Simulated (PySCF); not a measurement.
## Electronic structure of H₆NPSi₂ (SMILES N[Si]P[SiH3]) in real space

```xyz
10

Si    1.4404    0.9406    0.8659
N     2.0094   -0.0196   -0.4457
P    -0.2230   -0.5130    1.5282
Si   -1.4704   -0.1085   -0.3074
H     2.7741    0.3056   -1.0296
H     1.6840   -0.9375   -0.7381
H    -0.9013    0.4366    2.3521
H    -1.2977    1.2665   -0.8788
H    -1.0575   -1.0900   -1.3558
H    -2.9164   -0.3064    0.0107
```

Geometry: PBE0-D3(BJ)/def2-SVP.

All numbers below come from PBE0/pcSseg-2, SCF density, gas phase, non-relativistic in PySCF.

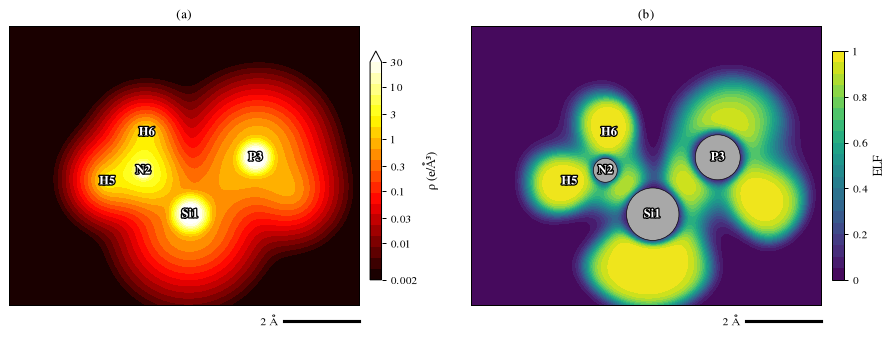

Figure 1. (a) total electron density; (b) ELF on the plane of atoms Si1, N2 and H6. Grey discs cover the atomic cores in the ELF map.

Question: What does the map show?

Answer: The section cuts through Si, N, P and H sites.
Si–N (1.72 Å): ρ at the midpoint is about 1.1 e/Å³; the ELF peaks at about 0.90 between the atoms, as expected for a shared but strongly polarised pair.
N–H (1.02 Å): ρ at the midpoint is about 2.9 e/Å³; the ELF climbs to about 1 towards the hydrogen, as it does in any bond to H; an ordinary covalent bond to hydrogen.
Si–P (2.31 Å): ρ is about 0.66 e/Å³ halfway; the ELF peaks at about 0.95 between the atoms (localised, covalent bonding).
The ELF also peaks beside Si1 and P3, away from the bonds: lone-pair regions.

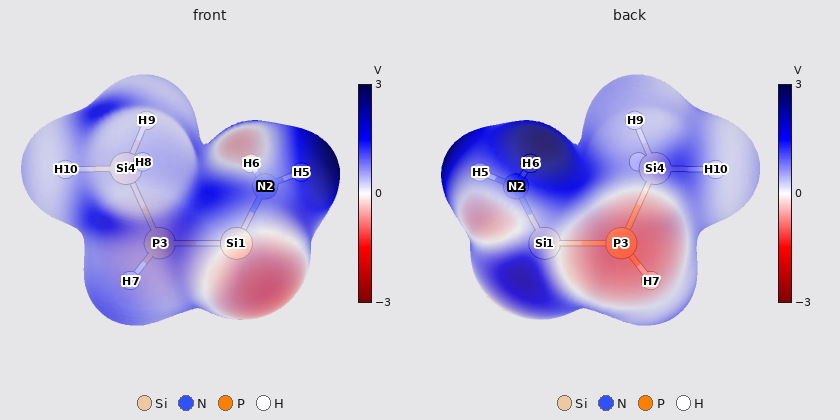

Figure 2. The molecular electrostatic potential painted on the density surface at 0.004 e/bohr³, seen from the front and from behind; the colour scale runs from red (negative) to blue (positive).

Question: Which sites attract a positive test charge, and which a negative one?

Answer: A positive charge is drawn to the negative regions and a negative charge to the positive ones. The most negative region (about −0.9 V, or −21 kcal/mol for a unit charge) lies over Si1 and P3, the most positive (about +2.8 V, or +65 kcal/mol for a unit charge) over H5 and H6.

Question: What dipole moment does the calculation give?

Answer: Its dipole moment is 1.72 D.
